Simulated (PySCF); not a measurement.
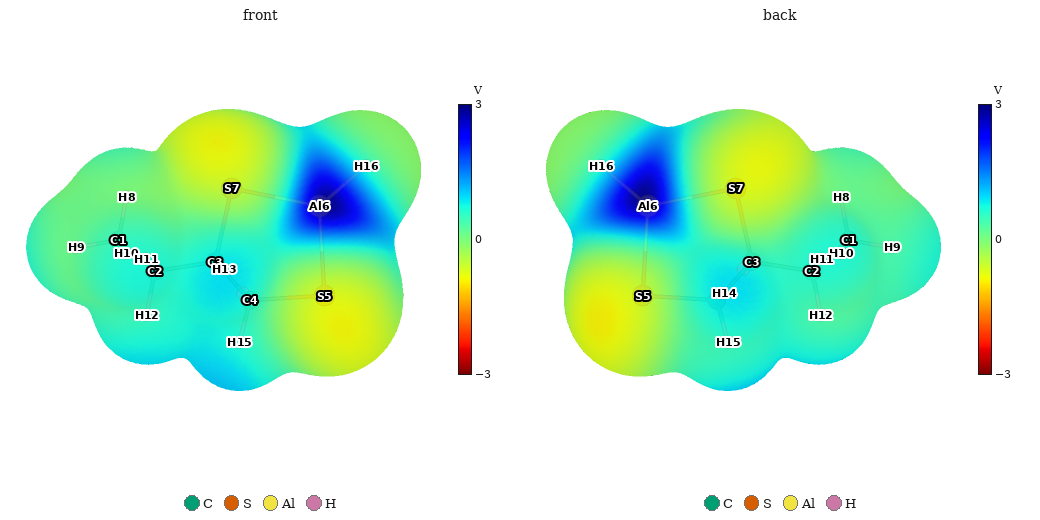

Figure 1: C4H9AlS2. The electrostatic potential painted on the density surface at 0.002 e/bohr³, seen from the front and from behind; red is negative and blue positive.

Geometry: GFN2-xTB.

Level of theory: wB97X-D/def2-SVPD, SCF density, gas phase (PySCF).

The calculation's input:

```
{"job": {"kind": "uv", "xc": "wB97X-D", "basis": "def2-SVPD", "nstates": 8, "ntriplets": 3}, "charge": 0, "multiplicity": 1}
C     -1.952234     1.239513    -0.387664
C     -1.260632    -0.116824    -0.359186
C      0.113981    -0.046387     0.301614
C      0.677634    -1.449036     0.507226
S      2.302515    -1.507406     1.392259
Al     3.019250     0.228915     0.248250
S      1.235209     1.009663    -0.759772
H     -1.348570     1.955136    -0.939260
H     -2.921873     1.157518    -0.871403
H     -2.099311     1.615179     0.622525
H     -1.145695    -0.490694    -1.378080
H     -1.873787    -0.829801     0.198623
H      0.029483     0.462733     1.266151
H      0.790620    -1.961451    -0.449196
H     -0.007558    -2.022399     1.133427
H      4.433369     0.764285     0.181171
```

Launched as:

```sh
OMP_NUM_THREADS=1 python probes_run.py task.json out
```

Describe the electrostatic potential map.

The most negative region (about −0.9 V, or −21 kcal/mol for a unit charge) lies over S5 and S7, the most positive (about +2.8 V, or +65 kcal/mol for a unit charge) over Al6.

What dipole moment does the calculation give?

Its dipole moment is 1.30 D.
